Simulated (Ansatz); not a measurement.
# Al2H6O: what the fields show

Input file:

```
crystal:
  periodic: [false, false, false]
  atoms:
    - { symbol: Al, position_ang: [0.141716, 0.314942, -0.113225] }
    - { symbol: H, position_ang: [-0.355676, 0.14216, 1.374897] }
    - { symbol: H, position_ang: [1.591644, 0.927102, -0.427623] }
    - { symbol: H, position_ang: [-0.888311, -0.064637, -1.293598] }
    - { symbol: O, position_ang: [0.254028, -2.433045, 0.986346] }
    - { symbol: Al, position_ang: [-0.840559, -3.485207, 0.127805] }
    - { symbol: H, position_ang: [-0.107468, -4.584423, -0.777535] }
    - { symbol: H, position_ang: [-2.430495, -3.321197, 0.3213] }
    - { symbol: H, position_ang: [-0.135878, -1.705495, 1.542333] }
basis:
  gaussian: { orbitals: "6-31G*" }
hamiltonian:
  xc: pbe
  dispersion: d4
relax:
  f_tol: 0.03
  max_steps: 50
output:
  orbitals: {}
```

Launched as:

```sh
ansatz run input.yaml --threads 1 --pin off --max-ram 2048MiB --backend cpu --events-out ev --progress --plain --runs-dir out
```

The fields are those of the run's last geometry, not of the input's.

These are results of Ansatz, RKS PBE-D4/6-31G*, not measurements.

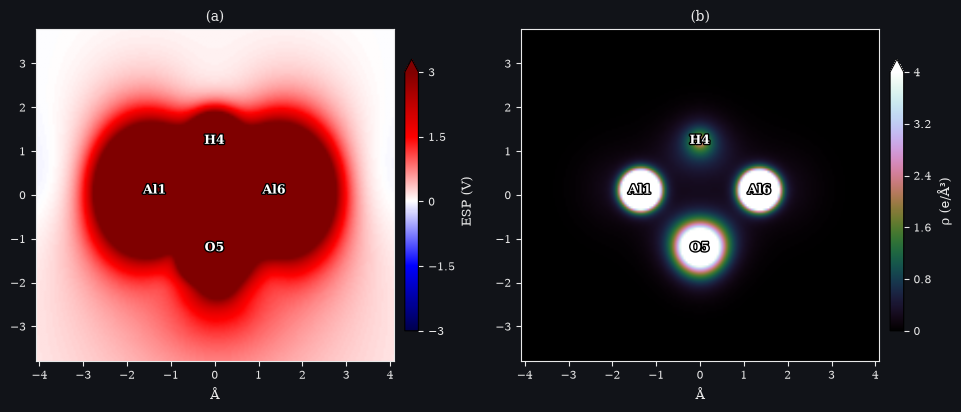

Figure 1. (a) electrostatic potential; (b) electron density on the plane of atoms H4, Al6 and O5.

**Read the bonding off the picture.**

Atoms in the plane: Al, H and O. Al–O (1.90 Å): the density is about 0.55 e/Å³ at the midpoint. The potential has no marked negative region in this plane.

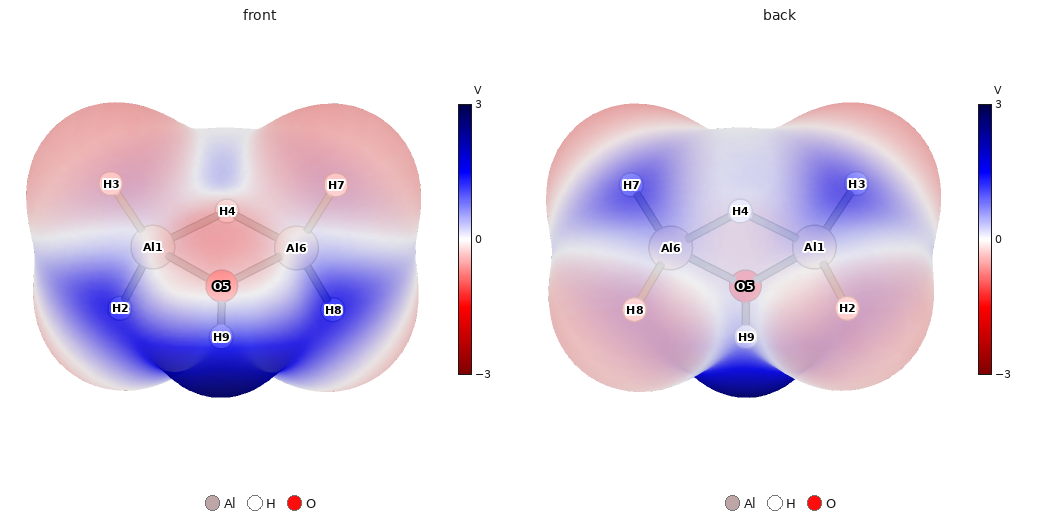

Figure 2. The electrostatic potential painted on the density surface at 0.001 e/bohr³, seen from the front and from behind; red is negative and blue positive.

**Which sites attract a positive test charge, and which a negative one?**

A positive charge is drawn to the negative regions and a negative charge to the positive ones. The most negative region (about −0.6 V) lies over O5, the most positive (about +2.7 V) over H9.

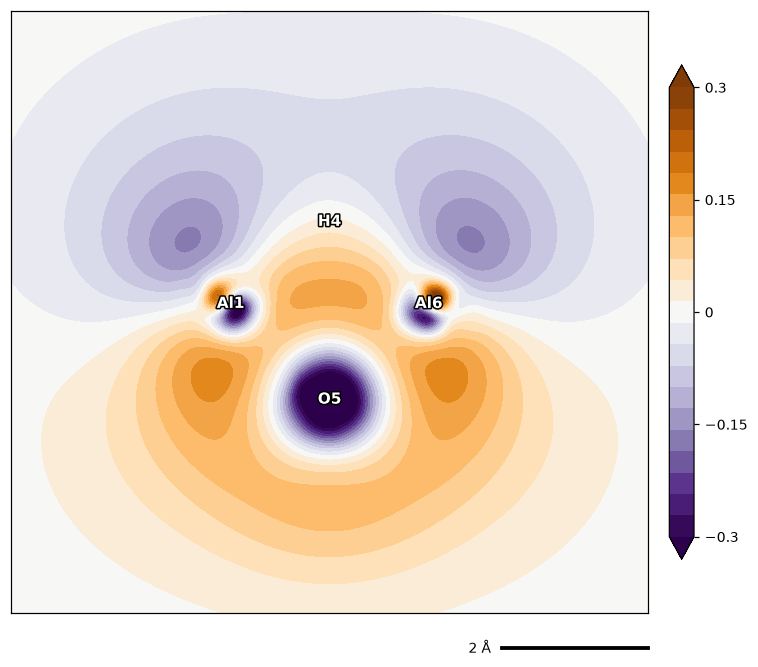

Figure 3. The LUMO on the plane of atoms Al1, H4 and Al6 (values in Å⁻³ᐟ²; the overall sign is arbitrary).

**What is the character of this orbital?**

By Hirshfeld shares it lies mainly on Al1 (about 30 %), Al6 (about 30 %), H9 (about 15 %) and O5 (about 15 %). Its energy is −1.37 eV.

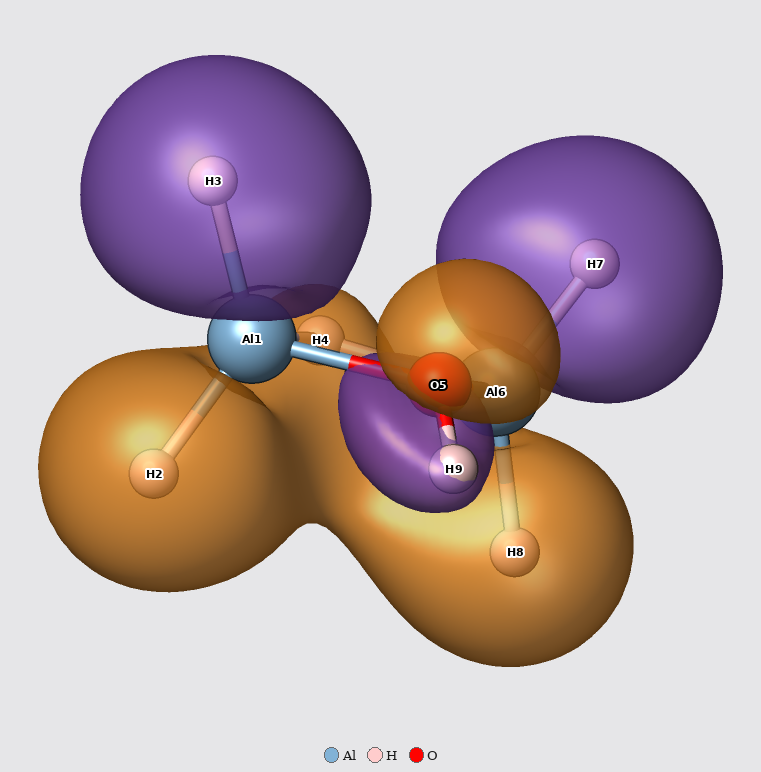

Figure 4. The HOMO at ±0.06 Å⁻³ᐟ² (orange and purple are the two phases), seen at a tilt.

**Where does this orbital lie, and at what energy?**

By Hirshfeld shares it lies mainly on Al1 (about 15 %), Al6 (about 15 %), H3 (about 15 %), H7 (about 15 %), O5 (about 15 %), H2 (about 10 %) and H8 (about 10 %). Its energy is −7.05 eV.
